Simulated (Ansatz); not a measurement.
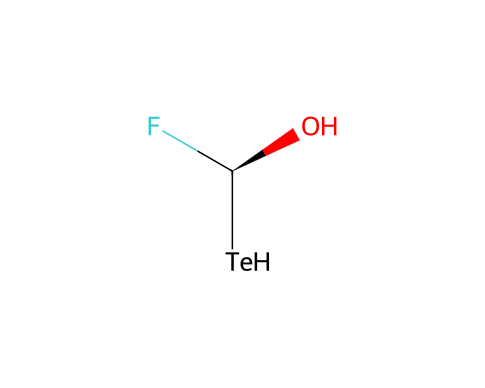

A structural formula.

> Transcribe the drawing into SMILES.

O[C@H](F)[TeH]

> Give the formula, hydrogens included.

CH3FOTe.

> An optimisation with PBE0-D4/def2-TZVP gave a structure of which point group?

C1.

The parts below concern this one geometry. Atoms keep their numbers from picture to picture. The geometry was computed by an optimisation with PBE0-D4/def2-TZVP.

**Electronic properties**

Method: RKS HSE06 (plane-wave form)-D4/def2-TZVPP, core potentials on Te (Ansatz 0.2.0).

What does the calculation give?

- HOMO energy (Kohn–Sham orbital): −6.22 eV
- LUMO energy (Kohn–Sham orbital): −1.51 eV
- HOMO–LUMO gap: 4.71 eV
- dispersion correction: −10.2 kJ/mol

**Vibrations**

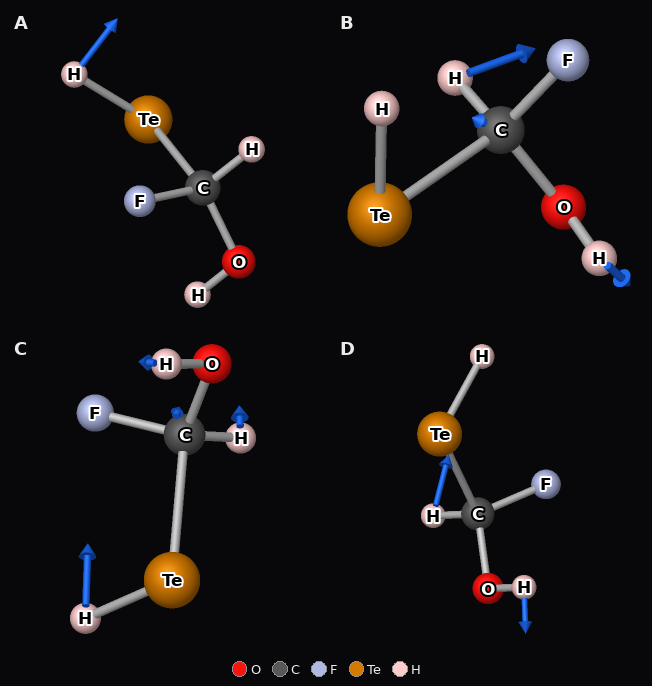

4 normal modes of one molecule or complex, as arrows. Harmonic vibrations computed with RKS PBE0-D4/def2-TZVP, core potentials on Te (Ansatz 0.2.0) at a stationary point of the same level.

> Match the panels to the wavenumbers 132 cm⁻¹, 633 cm⁻¹, 1206 cm⁻¹, 1422 cm⁻¹.

A: 132 cm⁻¹, a torsion or out-of-plane motion in which bond lengths and bond angles hardly change
B: 1206 cm⁻¹
C: 633 cm⁻¹, C–Te–H bending
D: 1422 cm⁻¹, angle bending

**Charges**

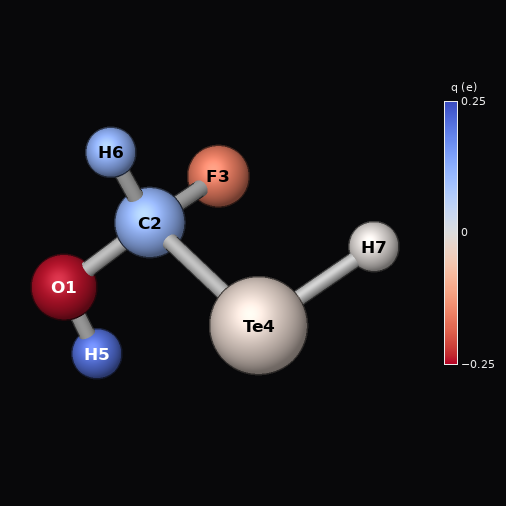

Atoms are coloured by their Mulliken charges. Properties computed with RKS PBE-D4/def2-TZVPP, core potentials on Te (Ansatz 0.2.0).

> Which atom carries the highest charge (most positive or least negative)?

H5 (0.20 e).

> And the lowest?

O1 (−0.24 e).

Give the Mulliken charges atom by atom.

| atom | value (e) |
| --- | --- |
| O1 | −0.24 |
| C2 | 0.11 |
| F3 | −0.16 |
| Te4 | −0.02 |
| H5 | 0.20 |
| H6 | 0.12 |
| H7 | −0.01 |

Mulliken values depend strongly on the basis set and can even reverse the polarity of a bond.
